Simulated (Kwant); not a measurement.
Model system: wire with a side stub in a CdTe two-dimensional gas. Effective mass 0.096 mₑ, grid spacing 5 nm, hard walls, nominal width 150 nm (29 grid rows, so walls 150 nm apart), one parabolic valley, scattering region 450 nm long along x; energies count from the band bottom; Fermi energy swept from 0.00013927 to 0.0016538 eV. Closed stub on one side, 100 nm wide and 130 nm deep.

Constants are typed, rounded textbook-type inputs, not results; the design itself was drawn at random and stands for no fabricated device.

Model: effective-mass tight-binding model on a square grid, one spin, coherent transport at 0 K (Kwant). Conductance is in e²/h.

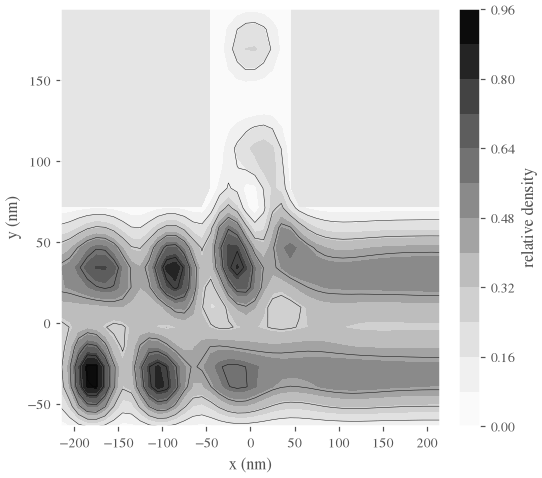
Figure. Density of the scattering states that come in from the left lead, at energy = 0.0012847 eV, in bins, relative to the largest site value

The conductance there is 1.89 e²/h with 2 open channel(s) in the leads.
